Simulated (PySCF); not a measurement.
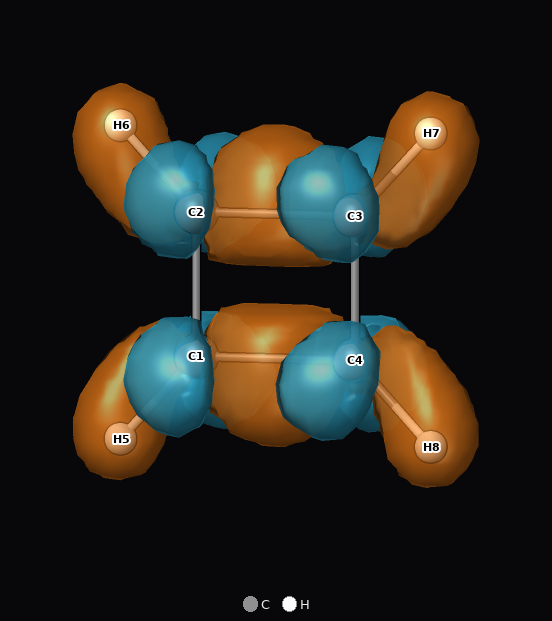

Figure 1: C4H4, SMILES `C1=CC=C1`. Unrelaxed difference density of S₂ less the ground state (full linear response singlet states), ±0.04 e/Å³; light blue: gain, orange: loss.

PySCF calculation, LC-wPBE/def2-SVP, gas phase; geometry: GFN2-xTB. This is a single-reference result, which may miss multireference character in this system. No frequency check shows the geometry to be a minimum. Without diffuse functions Rydberg states are missing, so the states' numbers hold for this basis only.

Coordinates in Å:

```
C1      -0.7761   -0.6631    0.0000
C2      -0.7761    0.6631    0.0000
C3       0.7761    0.6631    0.0000
C4       0.7761   -0.6631    0.0000
H5      -1.5174   -1.4377    0.0000
H6      -1.5174    1.4377    0.0000
H7       1.5174    1.4377    0.0000
H8       1.5174   -1.4377    0.0000
```

Question: How does the charge move on excitation?

Answer: 0.64 e is displaced in all, mostly between regions of the same atoms. The state: 5.71 eV (217 nm), f = 0.000 (dark), σ → π*; the leading pair carries 97 %; hole on C1, C2, C3 and C4 (19 % each) and H5, H6, H7 and H8 (6 % each), electron on C1, C2, C3 and C4 (22 % each); their centroids lie 0.0 Å apart.

The PySCF run took 60 s on 1 thread of AMD EPYC 9R45 96-Core Processor (Zen 5) (shared host), peak memory 0.5 GiB.
